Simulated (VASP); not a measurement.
Band structure of InP (zinc blende). Calculation: PBE GGA, VASP's PBE PAW potentials (set 64) (plane waves; VASP).

Unless said otherwise, spin-orbit coupling is left out, though it shifts the bands of the heavy elements here.

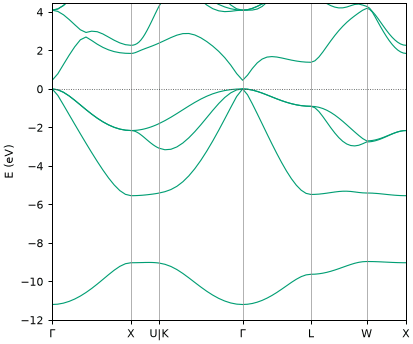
*Bands along high-symmetry lines, zero at the valence-band maximum or, without a gap, the Fermi level*

Task: Read the plot: is there a gap, and where are the band edges?

Result: The gap is direct, 0.45 eV, from the valence maximum at Γ to the conduction minimum at Γ. (Edges off the drawn lines would not show.)

Measured: gap 1.47 eV (computed value off by -1.02 eV), as given by Wei Chen et al., Physical Review Materials (2018), doi:10.1103/physrevmaterials.2.073803 [zero-point renormalisation of 0.05 eV added back (the table's ZPR column)].

The compound is InP in the zinc blende structure. It was relaxed first.
